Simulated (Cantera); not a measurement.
A closed system holds: 1 mol Cu, 4 mol CO, 8.1 mol N2, 0.43 mol O2, equilibrated at 0.100 bar.

These are equilibrium values from Cantera (NASA tables, ideal gas, pure condensed phases), not measurements of a reactor. Candidate condensed phases: C, Cu, CuO, Cu2O; 27 gas species. Equilibrium is a limit: real reactors are often held back by kinetics, nucleation or transport.

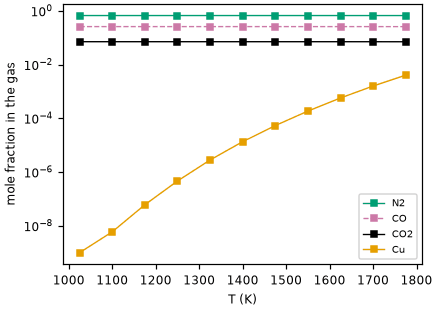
*Equilibrium gas composition (values under 1e-9 drawn at 1e-9)*

Question: Read off the mole fractions at 1550 K.

Answer: N2 about 0.67, CO about 0.26, CO2 about 0.071, Cu about 0.00019.
